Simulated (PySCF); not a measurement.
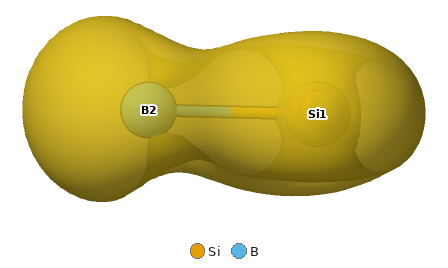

SiB (charge +1, triplet). Isosurfaces of the spin density (α minus β) at +0.03 (yellow) and −0.03 e/Å³ (cyan), seen from one side.

All numbers below come from PBE0/6-31G(d,p), non-relativistic, at a bond length of 2.111 Å (PySCF 2.14.0).

```yaml
atoms:
  - { symbol: Si, position_ang: [0.0000, 0.0000, -0.5961] }
  - { symbol: B, position_ang: [0.0000, 0.0000, 1.5149] }
```

> Describe the spin distribution.

The unpaired spin (2 electrons) lies mostly on B2 (about 1.1) and Si1 (about 0.9), in electrons by Hirshfeld's partition.
